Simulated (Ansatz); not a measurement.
# [PH4]+ (phosphonium) at 6 levels

Aim: a comparison of 6 runs (UHF/3-21G, HSE06/6-31G, PBE0/3-21G, wB97X/6-31G, UMP2/6-31G, CCSD/3-21G) of [PH4]+ (phosphonium). 

Program for the calculation: Ansatz 0.2.0.

## (1) The system as given

[PH4]+ has 5 atoms, charge +1, and is taken as a singlet. As SMILES, `[PH4+]`. The H3–P1 distance was set to 2.750 Å, away from the relaxed value. At this shape a bond of the SMILES string is far longer than usual.

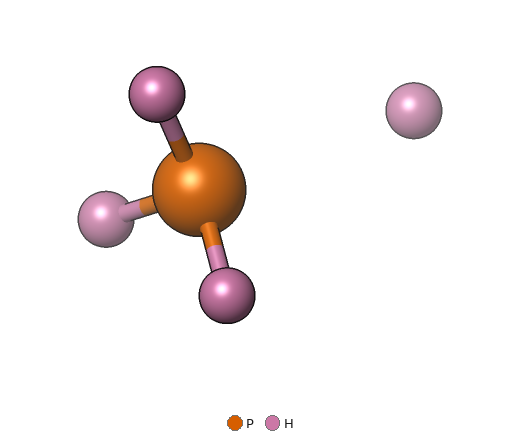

Viewed from a chosen angle; phosphorus orange, hydrogen pink.

## (2) A single-point energy at UHF/3-21G (run 1)

input.yaml

```yaml
crystal:
  periodic: [false, false, false]
  atoms:
    - {symbol: P, position_ang: [0.617299, 1.016081, -0.690931]}
    - {symbol: H, position_ang: [1.974779, 0.954751, -0.480531]}
    - {symbol: H, position_ang: [-0.617320, -1.016050, 0.691010]}
    - {symbol: H, position_ang: [0.355459, 0.882331, -2.034321]}
    - {symbol: H, position_ang: [0.139069, 2.227221, -0.249151]}
basis:
  gaussian:
    orbitals: 3-21G.json
total_charge: 1
magnetization:
  spin_polarized: true
hamiltonian:
  xc: hf
accuracy: high
```

The basis set 3-21G is read from a file made from the Basis Set Exchange's data (not shown).

Started as:

```sh
ansatz run input.yaml --threads 1 --pin off --max-ram 2610MiB --events-out events.jsonl --progress --plain --runs-dir runs
```

The program printed:

```text
Warning: RAYON_NUM_THREADS=1 ignored (pool sized by the plan → 1); use --threads N
Functional definition: HF
  name "HF"
  exchange = exact_x
  correlation = 0
415 factors; integrals over basis functions are off by at most 4.1e-9 eV
mean field evaluation 1: about -9272.6688 eV, gradient 1.1e1 eV
mean field evaluation 2: about -9272.6662 eV, gradient 1.1e1 eV
mean field evaluation 4: about -9274.4907 eV, gradient 1.1e0 eV
mean field evaluation 8: about -9274.5042 eV, gradient 2.2e-4 eV
mean field evaluation 16: about -9275.9857 eV, gradient 1.1e-1 eV
mean field evaluation 32: about -9275.9850 eV, gradient 2.7e-6 eV
mean field -9275.98503936 eV, -340.8861627080 hartree, gradient 9.5e-8 eV, S^2 0.872599; 2 other end points of the search recorded, 0 dependent functions left out
reference -9275.98503936 eV, -340.8861627080 hartree; 9, 9 occupied and 12, 12 virtual orbitals, 415 factors
Total energy: -9275.98503936 eV, -340.8861627080 hartree
```

Run time: 0.2 s. Hardware: 1 thread of AMD EPYC 7R43 (Zen 3), shared host.

## (3) A single-point energy at HSE06/6-31G (run 2)

in.yaml

```yaml
basis:
  gaussian: {orbitals: 6-31G}
crystal:
  periodic: [false, false, false]
  atoms:
    - {symbol: P, position_ang: [0.617299, 1.016081, -0.690931]}
    - {symbol: H, position_ang: [1.974779, 0.954751, -0.480531]}
    - {symbol: H, position_ang: [-0.617320, -1.016050, 0.691010]}
    - {symbol: H, position_ang: [0.355459, 0.882331, -2.034321]}
    - {symbol: H, position_ang: [0.139069, 2.227221, -0.249151]}
total_charge: 1
hamiltonian: {xc: {name: HSE06}}
accuracy: high
```

Started as:

```sh
ansatz run in.yaml --threads 1 --pin off --max-ram 2610MiB --events-out events.jsonl --progress --plain --runs-dir runs
```

The program printed:

```text
Warning: RAYON_NUM_THREADS=1 ignored (pool sized by the plan → 1); use --threads N
Functional definition: HSE06
  name "HSE06"
  parameter a = 0.25
  parameter omega = 0.11/bohr
  exchange = pbe_x - a*pbe_x_sr(omega) + a*exact_x_sr(omega)
  correlation = pbe_c
471 factors; integrals over basis functions are off by at most 2.6e-9 eV
78 factors; integrals over basis functions are off by at most 3.2e-10 eV
mean field evaluation 1: about -9331.1653 eV, gradient 2.5e1 eV
mean field evaluation 2: about -9320.7607 eV, gradient 4.3e1 eV
mean field evaluation 4: about -9335.2300 eV, gradient 1.1e1 eV
mean field evaluation 8: about -9335.9706 eV, gradient 3.2e-1 eV
mean field evaluation 16: about -9335.9633 eV, gradient 4.7e-7 eV
mean field -9335.96331241 eV, -343.0903235880 hartree, gradient 5.7e-9 eV, S^2 0.000000; 0 other end points of the search recorded, 0 dependent functions left out
reference -9335.96331494 eV, -343.0903236808 hartree; 9, 9 occupied and 12, 12 virtual orbitals, 471 factors
Total energy: -9335.96331494 eV, -343.0903236808 hartree
```

It took 0.89 s on 1 thread of AMD EPYC 7R43 (Zen 3), shared host; peak memory 0.1 GiB.

Runs 3 to 5 aren't shown in full; the table further down has their settings and results.

## (4) A single-point energy at CCSD/3-21G (run 6)

Changes to input.yaml since step 2:

```diff
@@ -12,6 +12,7 @@
 total_charge: 1
-magnetization:
-  spin_polarized: true
-hamiltonian:
-  xc: hf
+correlation:
+  method: ccsd
+  frozen_orbitals: {H: 0, P: 5}
 accuracy: high
+scf:
+  omitted_lower_state_checks: [cluster_reference, increment]
```

The basis set 3-21G is read from a file made from the Basis Set Exchange's data (not shown).

Started as:

```sh
ansatz run input.yaml --threads 1 --pin off --max-ram 2610MiB --events-out events.jsonl --progress --plain --runs-dir runs
```

The program printed, cut to the lines that bear on the results:

```text
Warning: RAYON_NUM_THREADS=1 ignored (pool sized by the plan → 1); use --threads N
[... 2 set-up lines as earlier in the session ...]
[...]
415 factors; integrals over basis functions are off by at most 4.1e-9 eV
[...]
mean field -9274.50419624 eV, -340.8317427270 hartree, gradient 1.2e-8 eV, S^2 0.000000; 1 other end points of the search recorded, 0 dependent functions left out; unrestricted orbitals would lower it
5 core orbitals not correlated: weight in the atoms' cores, before any rotation towards them, 1.000 or more for the frozen orbitals, at most 0.000 for the correlated occupied ones
reference -9274.50419624 eV, -340.8317427270 hartree; 4, 4 occupied and 12, 12 virtual orbitals, 415 factors
second order -2.53693717 eV of doubles, -0.00000000 eV of singles
cycle   1  -2.98536919 eV  change   -6.7e-1 eV  update   1.2e-1
[...]
cycle  22  -3.81627073 eV  change   3.7e-10 eV  update  3.5e-10
WARN: these amplitudes may be one of several solutions (largest doubles amplitude 0.46, level shift 1.70 eV)
Total energy: -9278.32046697 eV, -340.9719880896 hartree
Checks for a lower state left out: cluster_reference, increment
```

Wall time 0.2 s (1 thread of AMD EPYC 7R43 (Zen 3), shared host).

## (5) The series

```csv
run,level,frozen core orbitals,energy (Eh),wall time
1,UHF/3-21G,–,-340.886163,0.2 s
2,HSE06/6-31G,–,-343.090324,0.89 s
3,PBE0/3-21G,–,-341.386708,0.73 s
4,wB97X/6-31G,–,-343.213658,2.9 s
5,UMP2/6-31G,5,-342.635642,0.28 s
6,CCSD/3-21G,5,-340.971988,0.2 s
```

## (6) Summary of results

```
                                          quantity          value
                               run 6: total energy  -340.97199 Eh
run 6: correlation energy (5 core orbitals frozen)     -140.2 mEh
                              run 6: T1 diagnostic          0.054
```

In words: Totals of different functionals can't be ranked against each other. In run 6 the T1 diagnostic is large, so a single reference may not serve. In run 6 the log says that unrestricted orbitals would lower the reference, so the values rest on an unstable closed-shell determinant (other closed-shell runs at this shape may share the fault). Spin contamination of the reference: run 5 ⟨S²⟩ = 0.88, run 1 ⟨S²⟩ = 0.87. Where it is this large, the reference is a mixture of spin states, and values that rest on it are in doubt. All runs together took 5.2 s, the longest 2.9 s.
